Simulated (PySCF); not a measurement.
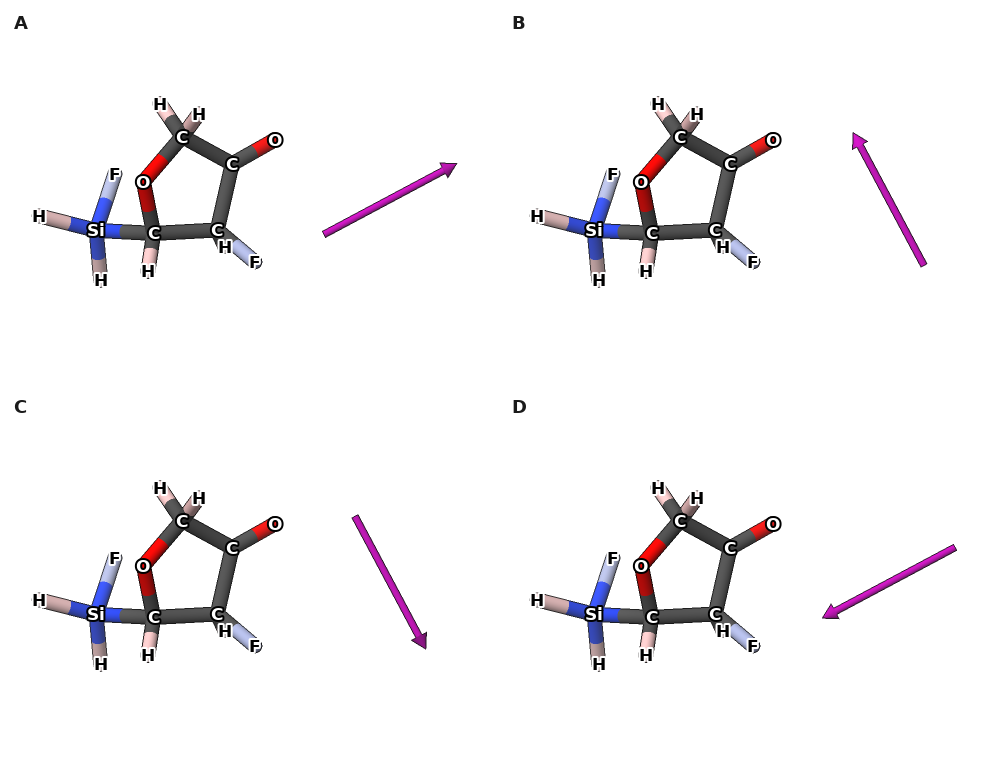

The same molecule four times, each with an arrow. The computed structure is the end point of a GFN2-xTB optimisation. No frequency run is at hand to confirm it as a minimum. Level of theory: CAM-B3LYP/def2-SVPD, gas phase (PySCF 2.14.0).

> Which arrow points along the dipole moment, from the negative to the positive end?

D. The dipole moment is 3.32 D.

The geometry is semi-empirical. Around Si such bond lengths and angles can be off by a tenth of an ångström or more and by several degrees, and values that hang on the shape move with them.
